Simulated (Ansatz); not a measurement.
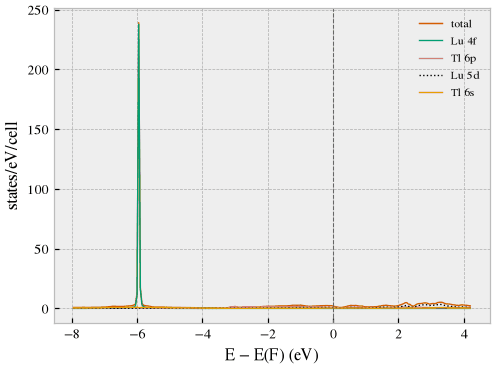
Figure. Total and projected density of states of LuTl3 (Cu3Au type, space group No. 221), plane-wave PAW r²SCAN (Ansatz code)

**Question.** Which orbitals carry the states next to the Fermi level?

**Answer.** Within 0.5 eV of the Fermi level: Tl 6p 47 %, Lu 5d 34 %, Tl 6s 13 %. Projections are on Löwdin-orthogonalised atomic valence shells; empty p or d shells of many metals are not among them.

**Question.** Where is the tallest occupied peak in this window, and what makes it?

**Answer.** Near -5.9 eV, about 240 states/eV per cell; the largest projected share is Lu 4f.

Space group Pm-3m (Cu3Au type). The first step of the workflow began from a Materials Project structure, measured or hypothetical; the Crystallography Open Database files this formula in space group No. 221, but the cells were not matched. Its standing as an ambient phase is unchecked. Symmetry was held in the r²SCAN relaxation; whether a distortion lowers the energy is not shown. Spin–orbit coupling is left out wherever it is not named.

Potentials: the later of the program's two PAW sets.
